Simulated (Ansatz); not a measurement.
CH10Si2: several calculations on one system

Part 1: Relaxation

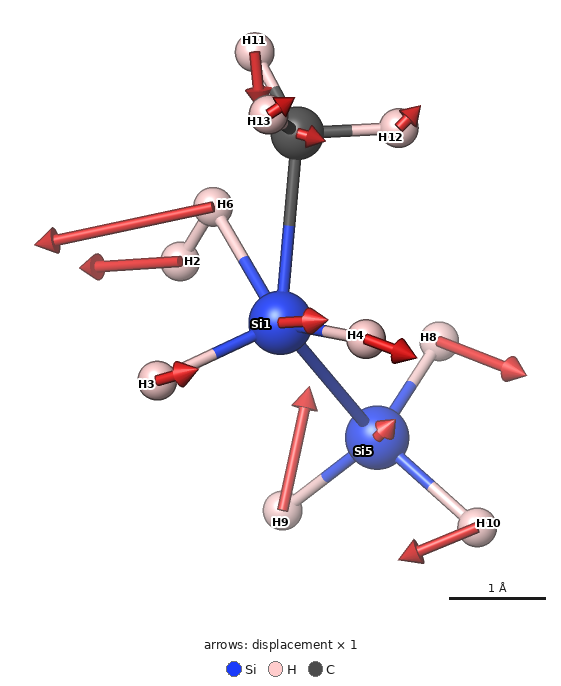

This is a relaxation of CH₁₀Si₂ (started from a transition state, displaced along its imaginary mode). The starting structure is drawn; red arrows show the displacements, at their true length. The two geometries are superimposed by the best rigid fit.

Style: ball-and-stick. Shown from a free direction.

Method: RKS PBE0-D4/def2-TZVP in Ansatz.

Input
```yaml
crystal:
  periodic: [false, false, false]
  atoms:
    - {symbol: Si, position_ang: [-0.748291, 0.157308, 0.209204]}
    - {symbol: H, position_ang: [-0.077269, -1.542386, -0.297857]}
    - {symbol: H, position_ang: [-1.978783, -0.612511, 0.583764]}
    - {symbol: H, position_ang: [-1.192898, 1.564338, 0.282937]}
    - {symbol: Si, position_ang: [1.020062, -0.061634, 1.795597]}
    - {symbol: H, position_ang: [-0.092745, -1.026815, -0.887485]}
    - {symbol: C, position_ang: [-0.349136, 0.356791, -1.735516]}
    - {symbol: H, position_ang: [2.303109, -0.064114, 1.026424]}
    - {symbol: H, position_ang: [0.948717, -1.335764, 2.568523]}
    - {symbol: H, position_ang: [1.057013, 1.072453, 2.753089]}
    - {symbol: H, position_ang: [0.037731, -0.361213, -2.517839]}
    - {symbol: H, position_ang: [0.373664, 1.141569, -1.650645]}
    - {symbol: H, position_ang: [-1.301275, 0.711979, -2.130096]}
basis:
  gaussian: {orbitals: def2-TZVP}
hamiltonian: {xc: pbe0, dispersion: d4}
relax: {f_tol: 0.005, max_steps: 200}
```

Run as
```bash
ansatz run in.yaml --threads 4 --pin off --events-out ev --progress --plain --max-ram 9574MiB
```

**Which element moves most?**

Hydrogen: up to 2.02 Å, against 0.62 Å for silicon.

**Describe the change and its energy.**

The largest move after the best rigid fit is that of H6, 2.02 Å. By element the largest moves are H 2.02 Å, Si 0.62 Å, C 0.32 Å. Near-neighbour distances that change, for instance: H6–C7 1.643 → 3.734 Å, Si1–H6 1.742 → 3.768 Å, Si1–H2 1.896 → 3.688 Å, Si1–C7 1.995 → 1.876 Å. Bonds break, among them: Si1–H6 (1.74 → 3.77 Å). Bond angles that change, for instance: Si1–C7–H11 132.8° → 110.8°, H4–Si1–C7 90.8° → 110.1°, Si1–C7–H12 97.5° → 110.7°. Groups turn about Si1–Si5 by about 45°. Over 51 accepted moves (62 points after the start) the energy falls by 203.3 kJ/mol. The largest force component goes from 1.6 to 0.00025 eV/Å. The line search rejected the trial steps at points 11, 22, 28, 30, 31, 36, 37, 43 and more of the run. The forces were under the threshold at step 27, but the run went on from there.

Part 2: Relaxation

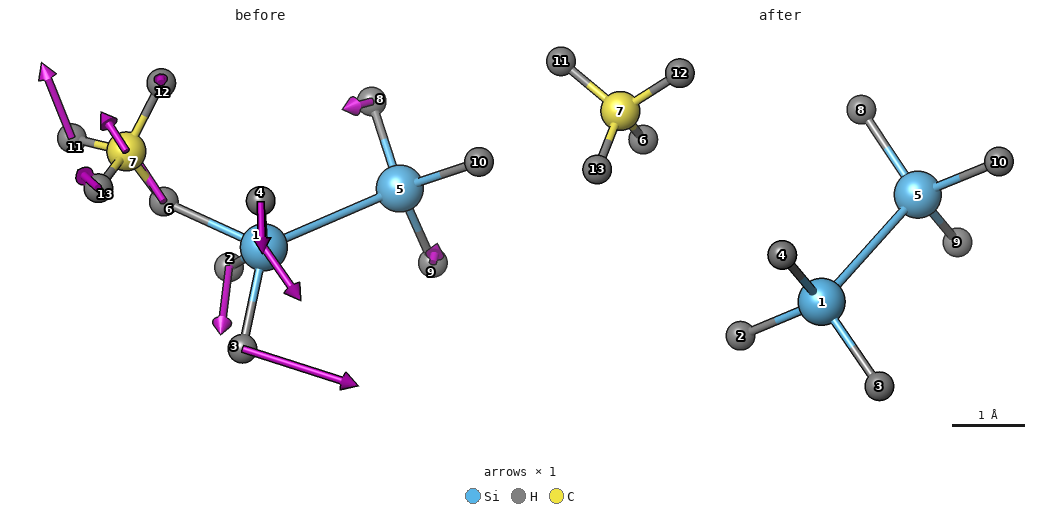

The structure of CH$_{10}$Si$_{2}$ (started from a transition state, displaced along its imaginary mode) before (left) and after (right) a relaxation, at one scale. The purple arrows give the displacements, at their true length.

Style: ball-and-stick. Shown at a tilt.

Theory: RKS PBE0-D4/def2-TZVP (Ansatz).

Input file:
```yaml
crystal:
  periodic: [false, false, false]
  atoms:
    - {symbol: Si, position_ang: [-0.722108, -0.086969, 0.394162]}
    - {symbol: H, position_ang: [-0.187865, -1.521693, -0.019533]}
    - {symbol: H, position_ang: [-2.068303, -0.675498, 0.615701]}
    - {symbol: H, position_ang: [-1.117545, 1.433695, 0.181130]}
    - {symbol: Si, position_ang: [1.043542, -0.067990, 1.852636]}
    - {symbol: H, position_ang: [-0.255767, -0.518260, -1.160972]}
    - {symbol: C, position_ang: [-0.258789, 0.281890, -1.870704]}
    - {symbol: H, position_ang: [2.284753, -0.053076, 1.036351]}
    - {symbol: H, position_ang: [0.978299, -1.339700, 2.609684]}
    - {symbol: H, position_ang: [1.089021, 1.094345, 2.794020]}
    - {symbol: H, position_ang: [0.087550, -0.333305, -2.673148]}
    - {symbol: H, position_ang: [0.419870, 1.150630, -1.732725]}
    - {symbol: H, position_ang: [-1.292757, 0.635932, -2.026501]}
basis:
  gaussian: {orbitals: def2-TZVP}
hamiltonian: {xc: pbe0, dispersion: d4}
relax: {f_tol: 0.005, max_steps: 200}
```

Command:
```bash
ansatz run in.yaml --threads 4 --pin off --events-out ev --progress --plain --max-ram 9574MiB
```

Question: Summarise the run.

Answer: The largest move after the best rigid fit is that of H3, 1.74 Å. By element the largest moves are H 1.74 Å, Si 0.95 Å, C 0.75 Å. Among the contacts that change: Si1–H6 1.680 → 3.727 Å, Si1–C7 2.341 → 3.923 Å, Si1–H2 1.586 → 1.487 Å, Si1–Si5 2.290 → 2.339 Å. Bonds break, among them: Si1–H6 (1.68 → 3.73 Å). Bond angles that change, for instance: H2–Si1–H4 156.4° → 108.8°, H2–Si1–Si5 85.1° → 110.5°, H2–Si1–H3 89.2° → 108.6°. Over 45 accepted moves (51 points after the start) the energy falls by 64.1 kcal/mol. Largest force component: 2.4 eV/Å at the start, 0.00027 eV/Å at the end. The line search rejected the trial steps at points 31, 34, 36, 38, 40, 49 of the run. The forces were under the threshold at step 24, but the run went on from there. The run took 100 s on 4 threads of Arm Neoverse V1 (shared host).

Part 3: Reaction

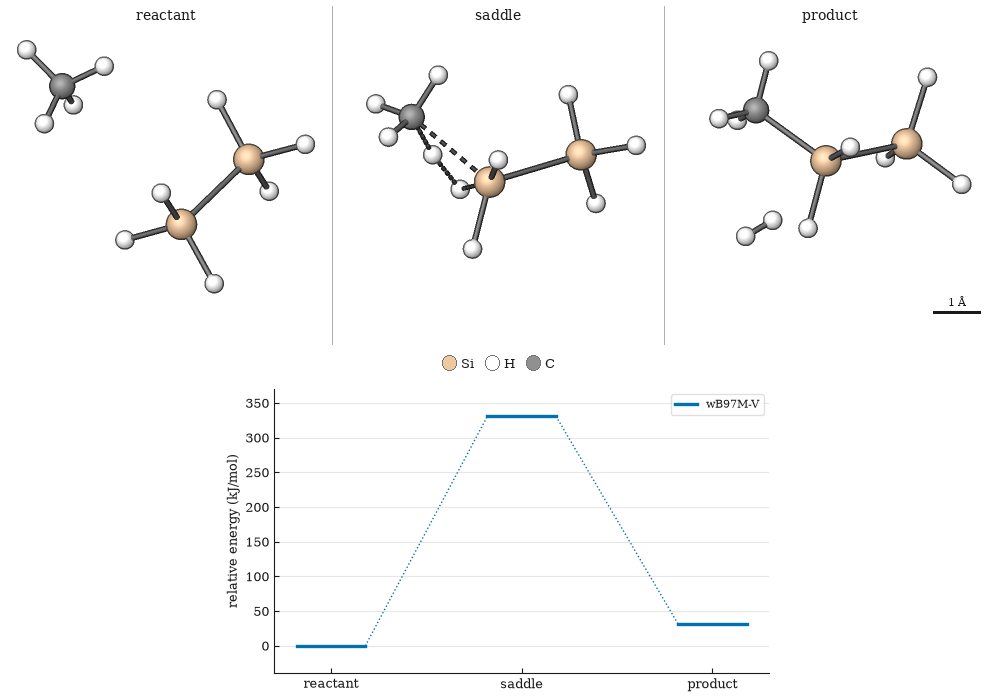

A reaction step of CH$_{10}$Si$_{2}$, with its energy diagram. The picture is a ball-and-stick view, seen at a tilt. Dashed sticks mark bonds that form or break.

Stationary points at PBE0-D4/def2-TZVP, single-point energies with wB97M-V (def2-TZVPP where no basis is named; Ansatz 0.2.0). The energies are electronic, without zero-point or thermal terms, and both ends are the minima reached downhill from the saddle, with any fragments still in contact.

> What happens, and what does it cost?

Counted by bonded pieces, the reactant holds CH₄ + Si₂H₆ and the product holds CH₈Si₂ + H₂. From the reactant over the saddle to the product, bonds form: C–Si (3.92 → 2.17 → 1.88 Å), H–H (3.15 → 1.15 → 0.75 Å). Bonds break: H–Si (1.49 → 1.74 → 3.69 Å), C–H (1.09 → 1.35 → 3.73 Å). The saddle has one imaginary mode, 1563i cm⁻¹. With wB97M-V the barrier is 330.9 kJ/mol from the reactant and 299.4 kJ/mol from the product, and the product lies 31.5 kJ/mol above the reactant.

Limits of the set-up: the start holds two separate molecules, 3.0 Å apart at their closest, whose relative position is a soft coordinate.
